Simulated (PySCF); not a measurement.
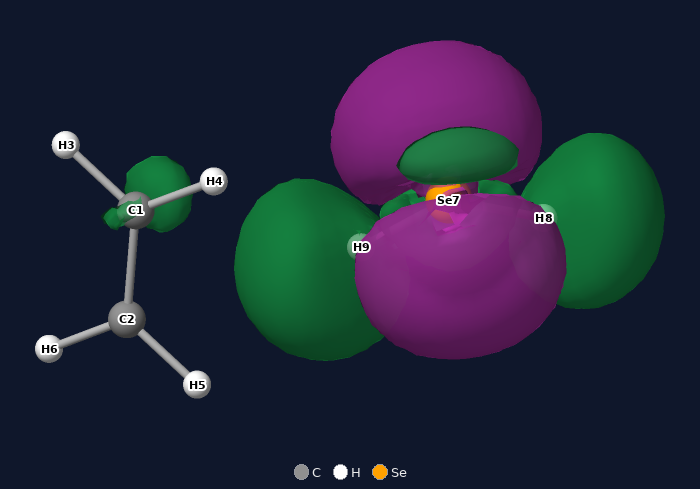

Figure 1: C$_{2}$H$_{6}$Se, SMILES `C=C.[SeH2]`. Unrelaxed difference density of S₂ less the ground state (TDA singlet states), ±0.02 e/Å³; green: gain, purple: loss.

Method: CAM-B3LYP/def2-SVP; geometry: GFN2-xTB; program: PySCF. The pair's geometry is semi-empirical, so its contact may be too short or too long. GFN2-xTB bond lengths at metals and heavier atoms can be off by up to 0.1 Å and shapes distorted, which carries into these values. Without diffuse functions Rydberg states are missing, so the states' numbers hold for this basis only.

Geometry (Å), atoms numbered from 1:

```
C1      -2.4174    0.6740   -0.0151
C2      -2.6763   -0.6142    0.0684
H3      -3.0119    1.3415   -0.6169
H4      -1.5954    1.1262    0.5213
H5      -2.0811   -1.2765    0.6778
H6      -3.4988   -1.0686   -0.4598
Se7      1.1260    0.0288    0.0231
H8       2.2560   -0.7043   -0.4746
H9       0.2102   -0.7565   -0.7541
```

Question: How does the charge move on excitation?

Answer: 0.76 e is displaced in all, of which about 0.5 e passes between atoms: Se7 (0.49 e) loses electrons and H9 (0.20 e) and H8 (0.19 e) gain them. The state: 6.67 eV (186 nm), f = 0.002 (very weak); the leading pair carries 100 %; hole on Se7 (91 %), electron on Se7 (42 %) and H8 and H9 (23 % each); their centroids lie 0.7 Å apart.
